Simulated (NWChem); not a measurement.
# triplet C2H2F4 at 3 levels

We compute a comparison of 3 runs (U-wB97X/cc-pVDZ, UB2PLYP/cc-pVDZ, UCAM-B3LYP/cc-pVDZ) of triplet C2H2F4. 

The calculation is run with NWChem 7.3.0.

### 1 Starting point

The species is C2H2F4 (8 atoms), meant as a triplet with charge 0. As SMILES of the parent species, `FCC(F)(F)F`. The coordinates come from a PBE0-D4/def2-TZVP relaxation. That shape belongs to the parent species and isn't relaxed for this state.

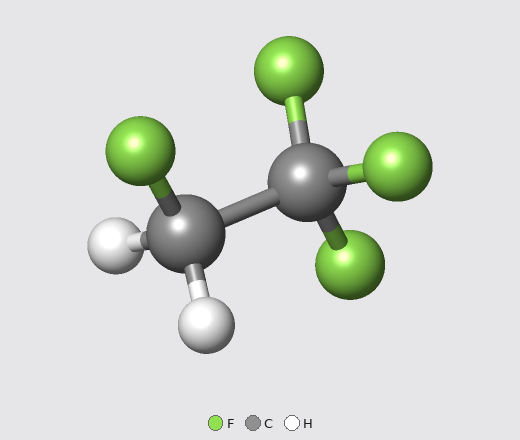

The structure, seen from a chosen angle (fluorine green, carbon grey, hydrogen white).

### 2 A single-point energy at U-wB97X/cc-pVDZ (run 1)

Contents of work.nw:

```
start work
title "C2H2F4 energy"
memory total 2200 mb
geometry noautosym nocenter noautoz
  F    -0.224600   -1.506500    0.915200
  C    -0.211200   -0.737800   -0.211700
  C     0.211200    0.674300    0.135500
  F     1.434400    0.711300    0.662400
  F     0.217100    1.411800   -0.982100
  F    -0.624600    1.243600    1.002900
  H     0.502000   -1.148600   -0.930100
  H    -1.212300   -0.705100   -0.647900
end
basis spherical bse
  * library cc-pVDZ
end
dft
  xc wb97x
  mult 3
  grid fine
  convergence energy 1e-08
  maxiter 100
  mulliken
end
task dft energy
```

Launch:

```console
$ nwchem work.nw > work.out
```

The log of the run:

```text
[...]
          Wavefunction type:  spin polarized.
          No. of atoms     :     8
          No. of electrons :    50
[...]
          Charge           :     0
          Spin multiplicity:     3
[...]
          AO basis - number of functions:    94
[...]
              XC Information
              --------------
                       wb97x  Method XC Functional
                     Hartree-Fock (Exact) Exchange  1.000
                         wb97x Exchange Functional  1.000
                      wb97x Correlation Functional  1.000
[...]
 d= 0,ls=0.0,diis     1   -476.1067369247 -7.49D+02  1.26D-02  5.27D-01     3.5
[...]
 d= 0,ls=0.0,diis    16   -476.3419747436 -7.18D-09  3.12D-06  4.56D-10    58.0
[...]
         Total DFT energy =     -476.341974743552
      One electron energy =    -1202.878049124415
           Coulomb energy =      506.833475443404
    Exchange-Corr. energy =      -53.337381826600
 Nuclear repulsion energy =      273.039980764060
[...]
      Total Density - Mulliken Population Analysis
     ---------------------------------------------
    Atom       Charge   Shell Charges
 -----------   ------   -------------------------------------------------------
    1 F    9     8.97   2.01  0.93  0.95  3.27  1.82  0.00
    2 C    6     6.12   2.01  0.68  0.33  2.05  0.93  0.13
    3 C    6     5.65   2.01  0.71  0.17  1.87  0.54  0.34
    4 F    9     9.12   2.01  0.90  0.97  3.33  1.90  0.01
    5 F    9     9.13   2.01  0.91  0.97  3.33  1.91  0.01
    6 F    9     9.12   2.01  0.90  0.97  3.33  1.90  0.01
    7 H    1     0.94   0.72  0.18  0.03
    8 H    1     0.94   0.72  0.18  0.03
[...]
      <S2> =      2.0052 (Exact =     2.0000)
[...]
```

Run time: 59 s. Hardware: 1 thread of AMD EPYC 9R45 (Zen 5), shared host; peak memory 0.12 GiB.

### 3 The energy at UB2PLYP/cc-pVDZ (run 2)

Contents of mymol.nw:

```
start mymol
title "C2H2F4 B2PLYP"
memory 2200 mb

geometry units angstroms noautosym nocenter noautoz
 F     -0.224600    -1.506500     0.915200
 C     -0.211200    -0.737800    -0.211700
 C      0.211200     0.674300     0.135500
 F      1.434400     0.711300     0.662400
 F      0.217100     1.411800    -0.982100
 F     -0.624600     1.243600     1.002900
 H      0.502000    -1.148600    -0.930100
 H     -1.212300    -0.705100    -0.647900
end

basis spherical bse
 * library cc-pVDZ
end

dft
 xc hfexch 0.53 becke88 0.47 lyp 0.73 mp2 0.27
 dftmp2 semidirect
 mult 3
 grid fine
 convergence energy 1e-08
 iterations 100
 mulliken
 print low
end

mp2
 freeze core 6
end

task dft energy
```

Launch:

```console
$ nwchem mymol.nw > mymol.out
```

The log of the run:

```text
[...]
 d= 0,ls=0.0,diis     1   -475.5212072141 -7.49D+02  1.35D-02  4.67D-01     1.8
[...]
 d= 0,ls=0.0,diis    17   -475.7362772170 -4.88D-09  4.06D-06  7.03D-10    25.4
[...]
         Total DFT energy =     -475.736277217042
      One electron energy =    -1202.798951751487
           Coulomb energy =      506.803611264371
    Exchange-Corr. energy =      -52.780917493987
 Nuclear repulsion energy =      273.039980764060
[...]
      Total Density - Mulliken Population Analysis
     ---------------------------------------------
    Atom       Charge   Shell Charges
 -----------   ------   -------------------------------------------------------
    1 F    9     8.92   2.00  0.95  0.95  3.24  1.77  0.00
    2 C    6     6.15   2.01  0.68  0.32  2.05  0.97  0.13
    3 C    6     5.49   2.01  0.72  0.14  1.82  0.47  0.34
    4 F    9     9.18   2.00  0.90  0.99  3.34  1.94  0.01
    5 F    9     9.18   2.00  0.91  0.99  3.33  1.94  0.01
    6 F    9     9.18   2.00  0.90  0.99  3.34  1.94  0.01
    7 H    1     0.95   0.73  0.18  0.04
    8 H    1     0.95   0.73  0.18  0.04
[...]
      <S2> =      2.0093 (Exact =     2.0000)
[...]
  Basis functions       =     94
[...]
```

It took 31 s on 1 thread of AMD EPYC 9R45 (Zen 5), shared host; peak memory 0.33 GiB.

### 4 The energy at UCAM-B3LYP/cc-pVDZ (run 3)

Contents of c2h2f4.xyz:

```xyz
8

F     -0.224600    -1.506500     0.915200
C     -0.211200    -0.737800    -0.211700
C      0.211200     0.674300     0.135500
F      1.434400     0.711300     0.662400
F      0.217100     1.411800    -0.982100
F     -0.624600     1.243600     1.002900
H      0.502000    -1.148600    -0.930100
H     -1.212300    -0.705100    -0.647900
```

Contents of c2h2f4.nw:

```
start c2h2f4
memory 2200 mb

geometry units angstroms noautosym nocenter noautoz
load c2h2f4.xyz
end

basis spherical bse
* library cc-pVDZ
end

dft
xc xcamb88 1.00 lyp 0.81 vwn_5 0.19 hfexch 1.00
cam 0.33 cam_alpha 0.19 cam_beta 0.46
mult 3
grid fine
convergence energy 1e-08
direct
maxiter 100
mulliken
noprint "final vectors analysis"
end

task dft energy
```

Launch:

```console
$ nwchem c2h2f4.nw > c2h2f4.out
```

The log of the run:

```text
[...]
          Wavefunction type:  spin polarized.
          No. of atoms     :     8
          No. of electrons :    50
[...]
          Charge           :     0
          Spin multiplicity:     3
[...]
          AO basis - number of functions:    94
[...]
              XC Information
              --------------
                     Hartree-Fock (Exact) Exchange  1.000
                   CAM-Becke88 Exchange Functional  1.000
                      VWN V Correlation Functional  0.190 local
              Lee-Yang-Parr Correlation Functional  0.810
[...]
 d= 0,ls=0.0,diis     1   -476.0772024314 -7.49D+02  1.46D-02  5.45D-01     3.3
[...]
 d= 0,ls=0.0,diis    17   -476.3178222604 -1.86D-09  2.61D-06  1.07D-10    57.6
[...]
         Total DFT energy =     -476.317822260372
      One electron energy =    -1202.887476465002
           Coulomb energy =      506.845343227349
    Exchange-Corr. energy =      -53.315669786778
 Nuclear repulsion energy =      273.039980764060
[...]
      Total Density - Mulliken Population Analysis
     ---------------------------------------------
    Atom       Charge   Shell Charges
 -----------   ------   -------------------------------------------------------
    1 F    9     8.97   2.01  0.93  0.95  3.27  1.81  0.00
    2 C    6     6.07   2.01  0.68  0.29  2.07  0.90  0.13
    3 C    6     5.67   2.01  0.71  0.17  1.89  0.56  0.33
    4 F    9     9.11   2.01  0.90  0.97  3.34  1.88  0.01
    5 F    9     9.12   2.01  0.90  0.98  3.34  1.89  0.01
    6 F    9     9.11   2.01  0.90  0.97  3.34  1.88  0.01
    7 H    1     0.97   0.72  0.21  0.03
    8 H    1     0.97   0.72  0.21  0.03
[...]
      <S2> =      2.0044 (Exact =     2.0000)
[...]
```

Run time: 58 s. Hardware: 1 thread of AMD EPYC 9R45 (Zen 5), shared host; peak memory 0.12 GiB.

### 5 The series

```tsv
run	level	frozen core orbitals	energy (Eh)	dipole moment (D)	⟨S²⟩	wall time
1	U-wB97X/cc-pVDZ	–	-476.341975	1.23	2.005	59 s
2	UB2PLYP/cc-pVDZ	6	-476.072858	–	2.009	31 s
3	UCAM-B3LYP/cc-pVDZ	–	-476.317822	1.12	2.004	58 s
```

### 6 Summary of results

```
            quantity          value
 run 3: total energy  -476.31782 Eh
run 3: dipole moment         1.12 D
         run 3: ⟨S²⟩          2.004
```

In words: Totals of different functionals can't be ranked against each other. All runs together took 2.5 min, the longest 59 s.
